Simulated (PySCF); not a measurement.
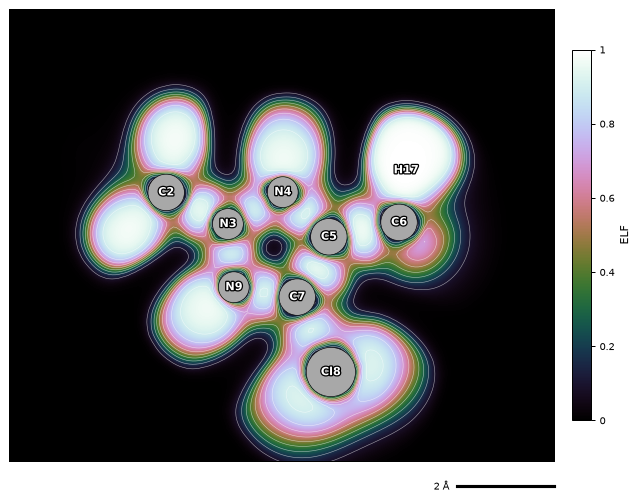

Figure. C$_{5}$H$_{8}$ClN$_{3}$ (SMILES CCn1nc(C)c(Cl)n1). ELF on the plane of atoms N3, N4 and C5. Grey discs cover the atomic cores.

Geometry: GFN2-xTB.

Theory: PBE0/pcSseg-1, SCF density, gas phase, non-relativistic (PySCF 2.14.0).

```xyz
17

C    -2.6714   -0.2855    0.4529
C    -1.8646    0.4340   -0.6241
N    -0.4707    0.4612   -0.2853
N     0.3598   -0.4935   -0.6292
C     1.5310   -0.1585   -0.1041
C     2.7717   -0.9533   -0.2535
C     1.3284    1.0575    0.5761
Cl    2.4625    1.9775    1.4405
N     0.0576    1.4162    0.4417
H    -3.7232   -0.2936    0.1815
H    -2.5577    0.2228    1.4071
H    -2.3272   -1.3115    0.5574
H    -2.1976    1.4689   -0.7231
H    -1.9572   -0.0837   -1.5808
H     3.1541   -1.2394    0.7249
H     3.5363   -0.3625   -0.7554
H     2.5612   -1.8445   -0.8367
```

Q: Interpret the plot.

A: The plane passes through C, N, Cl and H nuclei.
N–N (1.31 Å): the ELF peaks at about 0.90 between the atoms: a covalent bond.
C–N (1.33 Å): the ELF peaks at about 0.90 between the atoms; localised, covalent bonding.
C–C (1.41 Å): the ELF peaks at about 0.95 between the atoms; a covalent bond.
C–Cl (1.70 Å): the ELF peaks at about 0.90 between the atoms, as expected for localised, covalent bonding.
C–H (1.09 Å): the ELF climbs to about 1 towards the hydrogen, as it does in any bond to H: a covalent bond by its length.
The ELF also peaks beside Cl8, N9 and N4, away from the bonds: lone-pair regions.
